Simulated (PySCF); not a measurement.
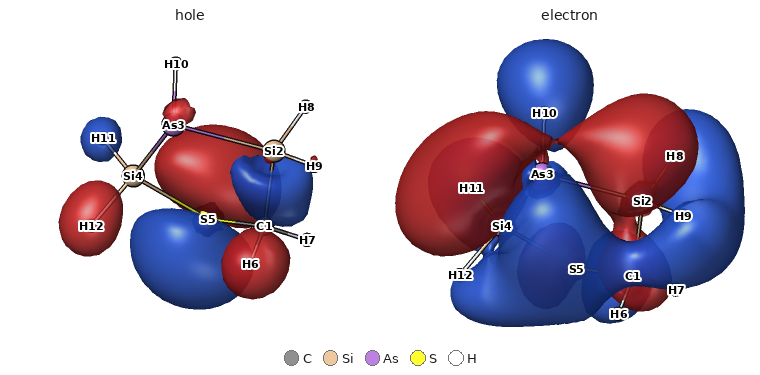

Figure. CH₇AsSSi₂, SMILES `C1[SiH2][AsH][SiH2]S1`. Leading natural transition orbital pair of S₁ (TDA singlet states); the surfaces enclose about 85 % of each orbital's density.

Level of theory: PBE/def2-SVP (PySCF), at a geometry from GFN2-xTB. No frequency check shows the geometry to be a minimum. GFN2-xTB bond lengths at metals and heavier atoms can be off by up to 0.1 Å and shapes distorted, which carries into these values. Without diffuse functions Rydberg states are missing, so the states' numbers hold for this basis only.

Input script:

```python
import numpy as np
from pyscf import gto, scf, dft, tdscf
from pyscf.scf import atom_ks, atom_hf
from scipy.linalg import block_diag

def solve(mol, dm0=None, hcore=None):
    mf = (dft.UKS if mol.spin else dft.RKS)(mol, xc='pbe')
    mf.grids.level = 3
    mf = mf.density_fit(auxbasis='def2-universal-jkfit')
    mf.conv_tol, mf.max_cycle = 1e-8, 80
    if hcore is not None:
        mf.get_hcore = lambda *args: hcore
    mf.kernel(dm0)
    if not mf.converged:
        mf = mf.newton().run(mf.mo_coeff, mf.mo_occ, max_cycle=30)
    assert mf.converged, 'SCF not converged'
    return mf

mol = gto.M(atom='''
C     -1.49787     1.25461    -0.52156
Si     0.21738     1.70485     0.20656
As     1.48994    -0.23553    -0.08722
Si    -0.43856    -1.56452    -0.00975
S     -2.16910    -0.29031     0.18090
H     -1.45183     1.13029    -1.60482
H     -2.24245     2.01638    -0.30674
H      0.01298     2.12188     1.59917
H      0.70902     2.85405    -0.56841
H      1.75524    -0.39286     1.38445
H     -0.56397    -2.48651     1.11574
H     -0.59772    -2.31787    -1.26170
''', basis='def2-svp', charge=0, spin=0, verbose=4)
mf = solve(mol)
td = mf.TDA()
td.nstates, td.singlet, td.conv_tol = 6, True, 1e-5
td.kernel()
td.analyze()
x, y = np.array([p[0] for p in td.xy]), np.array([p[1] + 0 * p[0] for p in td.xy])
f, mu = td.oscillator_strength(), td.transition_dipole()
nto = [td.get_nto(state=i + 1, verbose=4) for i in range(len(td.e))]
# spherically averaged free atoms, for the promolecule
atm = atom_ks.get_atm_nrks(mol, xc='pbe')
pro = block_diag(*[(atm[a[0]][2] * atm[a[0]][3]) @ atm[a[0]][2].T for a in mol._atom])
np.savez('result.npz', e=td.e, f=f, ok=td.converged, w=[n[0] for n in nto], nto=[n[1] for n in nto], x=x, y=y, c=mf.mo_coeff, occ=mf.mo_occ, eps=mf.mo_energy, pro=pro, mu=mu)
```

Run with:

```sh
OMP_NUM_THREADS=1 python input.py
```

The run took 5.2 min on 1 thread of AMD EPYC (Zen 3), with other jobs on the host, peak memory 0.71 GiB.

### What kind of excitation is it, and where does it lie?

4.06 eV (305 nm), f = 0.003, charge transfer, whose energy this functional puts too low; the leading pair carries 100 %; hole on S5 (71 %), Si4 (7 %) and C1 (6 %), electron on As3 (26 %), Si2 (22 %) and Si4 (20 %); their centroids lie 2.3 Å apart. In canonical orbitals it is mainly HOMO → LUMO (100 %). The HOMO–LUMO gap is 4.01 eV.
